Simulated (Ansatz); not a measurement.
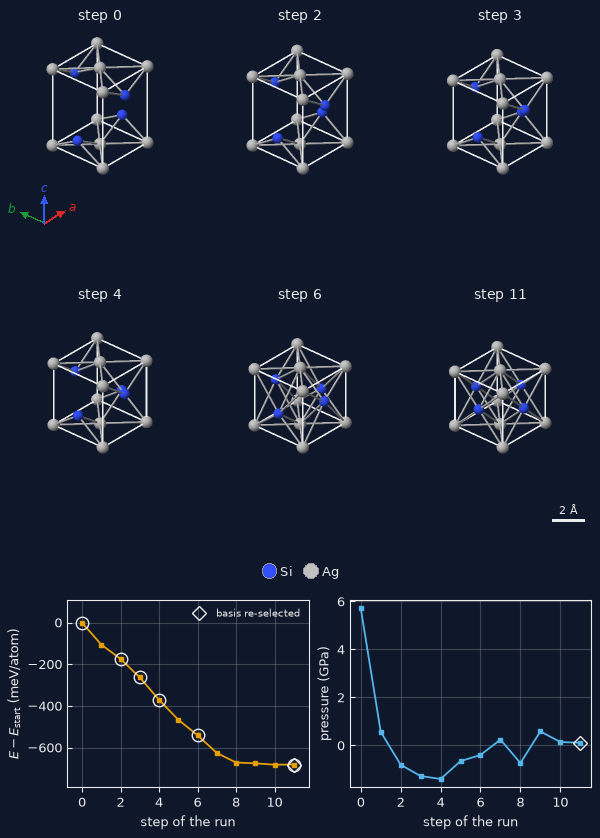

Frames of a relaxation of a crystal of SiAg (a generated structure, set up in P4/nmm) (coarse preliminary run), marked on the history of the run. Style: ball-and-stick. Shown: the cell of the calculation, from a free direction.

These are results of DFT PBE+D3(BJ), scalar-relativistic, plane waves, PAW in Ansatz, not measurements.

Input file:
```yaml
crystal:
  lattice:
    - [4.2298039, 0.0, 0.0]
    - [0.0, 4.2298039, 0.0]
    - [0.0, 0.0, 5.60615145]
  atoms:
    - { symbol: Si, position: [0.5, 0.0, 0.78896829] }
    - { symbol: Si, position: [0.0, 0.5, 0.21103171] }
    - { symbol: Ag, position: [0.5, 0.5, 0.0] }
    - { symbol: Ag, position: [0.0, 0.0, 0.0] }
basis:
  ecutwfc: 420
kpoints:
  mp_grid: { grid: [4, 4, 4] }
hamiltonian:
  xc: pbe
  dispersion: d3bj
scf:
  occupations: { method: gaussian, width: 0.1 }
  lower_state_search: "off"
output:
  forces: true
  stress: true
  eigenvalues: true
relax:
  adjacent_minimum: "off"
  f_tol: 0.04
  max_steps: 70
  cell: { stress_tol: 0.4 }
```

Launched with:
```bash
ansatz run input.yaml --threads 1 --pin off --max-ram 2560MiB --backend cpu --events-out ev --progress --plain --runs-dir out
```

What happens along the run?

Answer. The largest moves relative to the cell, 1.15 Å, are those of Si1 and Si2. Si1 goes along −c. Ag stays in place. Cell: a = b 4.230 → 4.028 Å (−4.8 %), c 5.606 → 3.962 Å (−29.3 %). Volume −35.9 %. Among the contacts that change: Si1–Ag3 4.903 → 2.823 Å, Si1–Si2 4.409 → 2.848 Å, Si1–Ag3 (another image) 2.423 → 2.827 Å, Ag3–Ag4 2.991 → 2.848 Å. Among the angles between lasting bonds that change: Ag3–Si2–Ag3 121.6° → 90.9°, Ag3–Si2–Ag4 76.2° → 60.5°. The space group stays P4/nmm (No. 129). The energy falls by 681 meV per atom in 10 accepted moves (11 points after the start). Largest force component: 1.6 eV/Å at the start, 0.01 eV/Å at the end. The pressure goes from 5.71 to 0.11 GPa. At 1 point the geometry stayed and the basis and grid were re-selected for the new cell (energy shift of 1.0 meV per atom at most each time). Cost: 64 s on 1 thread of Intel(R) Xeon(R) Processor @ 2.50GHz (Skylake/Cascade Lake), on a shared host, peak memory 0.4 GiB. From step 0 to 2: Si atoms move most (0.31 Å), volume −9.8 %, energy −174 meV per atom. From step 2 to 3: Si atoms move most (0.13 Å), volume −7.1 %, energy −88.9 meV per atom. From step 3 to 4: Si atoms move most (0.15 Å), volume −7.6 %, energy −107 meV per atom. From step 4 to 6: Si atoms move most (0.29 Å), volume −12.0 %, energy −170 meV per atom. From step 6 to 11: Si atoms move most (0.38 Å), volume −5.8 %, energy −141 meV per atom.

Limits of the set-up: the k-point mesh is coarse for a cell with partly filled bands.
